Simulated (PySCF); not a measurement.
# PtSe₂: relaxation and vibrations of the triplet

Aim: relax PtSe₂ as a triplet from a side-on start, check by its vibrations whether the end is a minimum, and collect its spectrum and constants.

Program: PySCF 2.14.0. Level of theory: B3LYP, basis Pt def2-SVP with ECP60, Se def2-SVP, scalar-relativistic core potentials, no spin–orbit coupling, density fitting. These are calculated values, not measurements.

## (1) Where the work starts

3 atoms, charge 0, spin multiplicity 3.

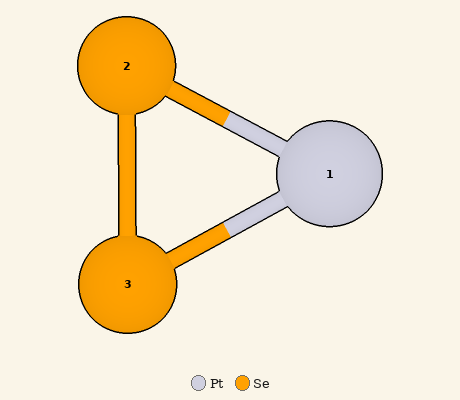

The starting geometry (platinum light grey, selenium orange); atoms are numbered from 1 in the order of the file.

```xyz
3
charge 0 multiplicity 3
Pt    0.0000    0.0000    0.0000
Se    1.1700    0.0000    2.1659
Se   -1.1700    0.0000    2.1659
```

## (2) The SCF at the typed geometry

The steps below are one call of a driver around PySCF. For each, scf.py gives the equivalent set-up of the SCF; relaxations use the driver's own optimiser. After this first run the driver tries any further starts and a stability analysis.

scf.py

```python
from pyscf import gto, scf, dft
mol = gto.M(atom='''
Pt     0.000000     0.000000     0.000000
Se     1.170000     0.000000     2.165900
Se    -1.170000     0.000000     2.165900''',
    basis={'Pt': 'def2-SVP', 'Se': 'def2-SVP'},
    ecp={'Pt': 'def2-SVP'},
    charge=0, spin=2)
mf = dft.UKS(mol, xc='B3LYP')
mf.grids.atom_grid = (50, 194)
aux = {'Pt': 'def2-universal-JKFIT', 'Se': 'def2-universal-JKFIT'}
mf = mf.density_fit(auxbasis=aux)
mf.conv_tol = 1e-08
mf.diis_space = 10
mf.max_cycle = 60
mf.init_guess = 'minao'
mf.verbose = 4
mf.kernel()
```

Started as:

```console
$ OMP_NUM_THREADS=2 python axn.py task.json out
```

The runs that follow: Side-on start, triplet: relaxation; Hessian and properties.

**Question.** What will these runs give? Wanted: minimum; geometry; wavenumbers; dipole moment; highest occupied, lowest empty level; polar-tensor charge of Pt1; zero-point energy; atomisation energy; ⟨S²⟩.

The runs gave:

```
                                          quantity                                                                   value
                                           minimum                                                            triplet, C2v
                                          geometry  Pt–Se 2.408 Å (×2), Se–Se 2.402 Å; Pt–Se–Se 60.1° (×2), Se–Pt–Se 59.8°
                                wavenumbers (cm⁻¹)                                            130 (b2), 151 (a1), 302 (a1)
                                     dipole moment                                                                  1.01 D
highest occupied, lowest empty level (either spin)                                                         -5.57, -3.98 eV
                        polar-tensor charge of Pt1                                                                 +0.02 e
                                 zero-point energy                                                              3.5 kJ/mol
                               entropy at 298.15 K                                                         337.3 J/(mol K)
         atomisation energy (no zero-point energy)                                                              571 kJ/mol
                                              ⟨S²⟩                                                                   2.014
```

In words: The molecule stays C2v, as typed, and the end point is a minimum. Only this shape and spin were tried, so other structures or states may lie lower. One determinant may miss the lowest occupation of an open d or f shell. With an element this heavy the missing spin–orbit coupling can shift these numbers.
